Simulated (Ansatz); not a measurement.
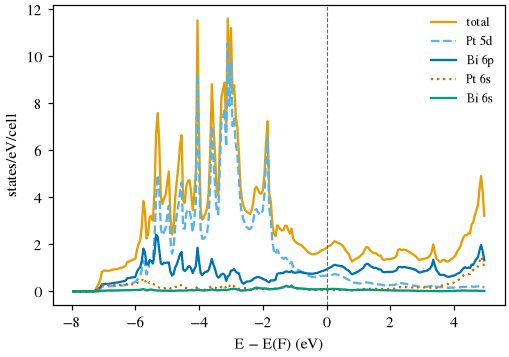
Fig. 1. Total and projected density of states of BiPt (NiAs type, space group No. 194), DFT-r²SCAN in the program Ansatz with PAW potentials

### Question
Which orbitals carry the states next to the Fermi level?

### Answer
Within 0.5 eV of the Fermi level: Bi 6p 51 %, Pt 5d 36 %, Bi 6s 5 %. Projections are on Löwdin-orthogonalised atomic valence shells; empty p or d shells of many metals are not among them.

### Question
Where is the tallest occupied peak in this window, and what makes it?

### Answer
Near -3.1 eV, about 12 states/eV per cell; the largest projected share is Pt 5d.

Space group P6_3/mmc (NiAs type). The first step of the workflow began from a Materials Project structure, measured or hypothetical; the Crystallography Open Database files this formula in space group No. 194, but the cells were not matched. Whether it is the stable phase at ambient conditions was not checked. The cell was relaxed with r²SCAN under the symmetry of its start; whether a distortion lowers the energy is not shown. No spin polarisation was allowed. Scalar-relativistic: spin–orbit coupling is off unless named, which matters more the heavier the elements.

Potentials: the later of the program's two PAW sets.
